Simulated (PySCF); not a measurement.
## Electronic structure of C₃H₁₄FNSi₃ (SMILES CC(C)(N[SiH3])[SiH2][SiH2]F) in real space

The calculation's input:

```
{"job": {"kind": "nmr", "xc": "PBE0", "basis": "pcSseg-1"}, "charge": 0, "multiplicity": 1}
C     -0.323904    -1.957870    -0.322691
C     -0.484072    -0.439225    -0.422554
C     -1.516511    -0.124055    -1.505968
N     -0.930159     0.039901     0.882717
Si    -1.211915     1.672068     1.341923
Si     1.218304     0.339720    -0.870224
Si     2.661757     0.133134     0.910320
F      4.070403     0.754234     0.409915
H      0.062540    -2.367028    -1.253239
H      0.359383    -2.219411     0.483451
H     -1.286535    -2.431613    -0.119644
H     -1.639648     0.951019    -1.608615
H     -2.485998    -0.555033    -1.251684
H     -1.198872    -0.529093    -2.464021
H     -1.599881    -0.609894     1.276903
H     -1.624269     1.564159     2.740879
H      0.055181     2.389469     1.181586
H     -2.252018     2.400209     0.594049
H      1.666386    -0.379625    -2.081753
H      0.995946     1.717984    -1.339915
H      2.397734     0.894970     2.126234
H      3.055738    -1.224635     1.291483
```

Launched as:

```sh
OMP_NUM_THREADS=1 python probes_run.py task.json out
```

Geometry: GFN2-xTB.

The calculation used PySCF 2.14.0, PBE0/pcSseg-1, SCF density, gas phase, non-relativistic.

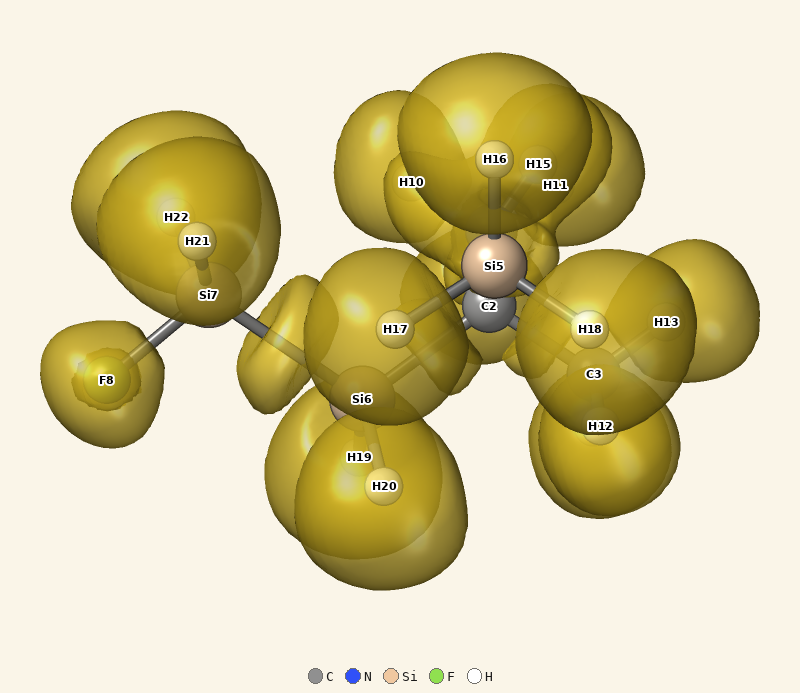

Figure 1. Isosurface of the ELF at 0.75 (yellow), seen from one side. Only the valence region is drawn (cores and ρ < 0.01 e/Å³ removed).

### Describe the localisation domains.

At this value the surface marks out two regions between bonded C–C atoms (shared pairs), one region between bonded C–Si atoms (shared pairs), one region between bonded Si–Si atoms (shared pairs), 13 regions around hydrogen nuclei, one region wrapped around F (its lone pairs, merged into a ring or cap) and one joined region spread over several atoms (H, N), in which their bonds and any lone pairs are merged. Profiles from the grid: C–N (1.46 Å): the ELF peaks at about 0.90 between the atoms: a covalent bond. C–C (1.53 Å): the ELF peaks at about 0.95 between the atoms (localised, covalent bonding).

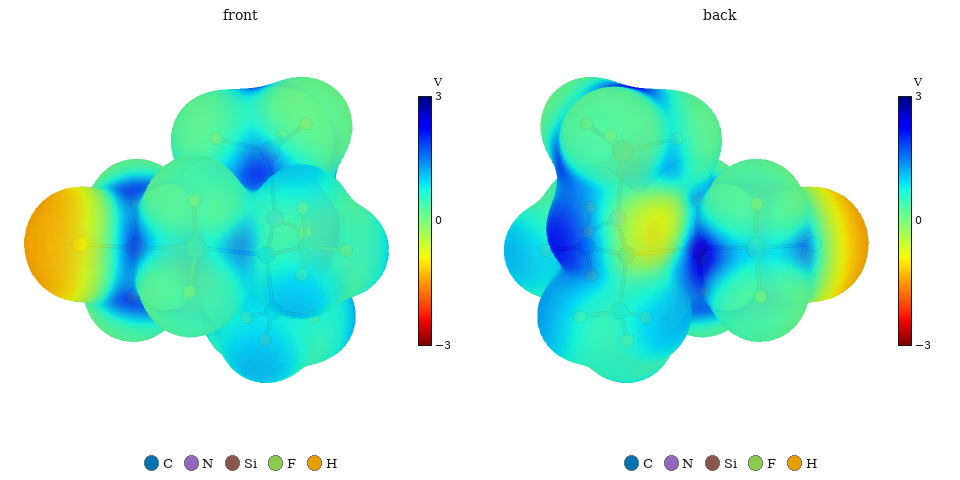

Figure 2. The electrostatic potential painted on the density surface at 0.004 e/bohr³, seen from the front and from behind; the colour scale runs from red (negative) to blue (positive).

### Which sites attract a positive test charge, and which a negative one?

A positive charge is drawn to the negative regions and a negative charge to the positive ones. The most negative region (about −1.4 V) lies over F8, the most positive (about +2.2 V) over Si5, Si7 and H15.

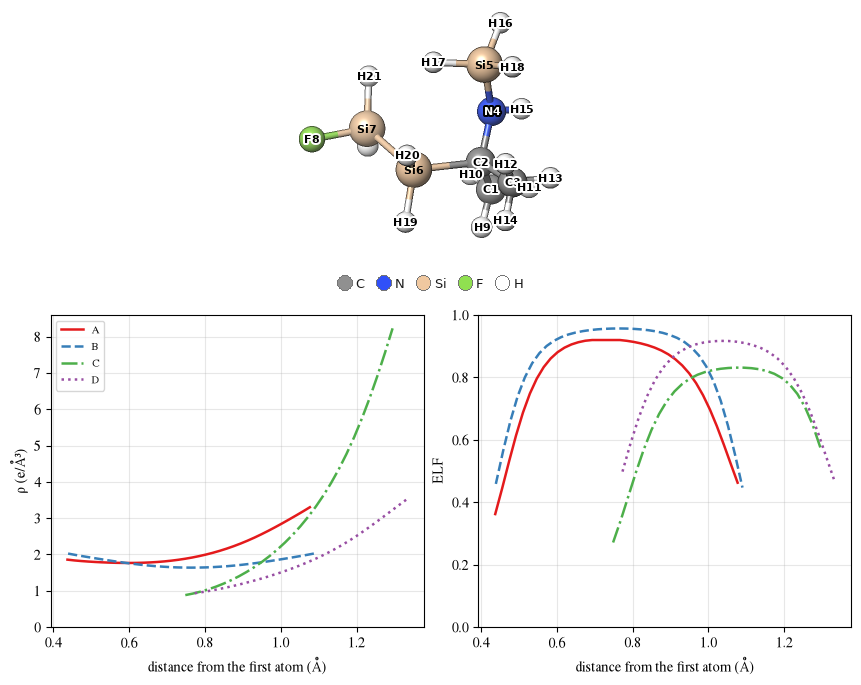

Figure 3. Electron density and ELF along straight lines between neighbouring atoms. The curves leave out the atomic cores. The structure is drawn too.

### Which curve belongs to which contact (C–C, C–N, Si–F and Si–N)? The first atom named is at distance zero.

Curve A: C–N (1.46 Å): the density is about 1.9 e/Å³ at the midpoint; the ELF peaks at about 0.90 between the atoms; a shared electron pair. Curve B: C–C (1.53 Å): the density is about 1.6 e/Å³ at the midpoint; the ELF peaks at about 0.95 between the atoms (a covalent bond). Curve C: Si–F (1.62 Å): the density is about 1 e/Å³ at the midpoint; the ELF peaks at about 0.85 in the valence shell of F, 0.5 Å from its nucleus, and is about 0.50 at the midpoint. Curve D: Si–N (1.72 Å): ρ at the midpoint is about 1.1 e/Å³; the ELF peaks at about 0.90 between the atoms: a polar covalent bond.
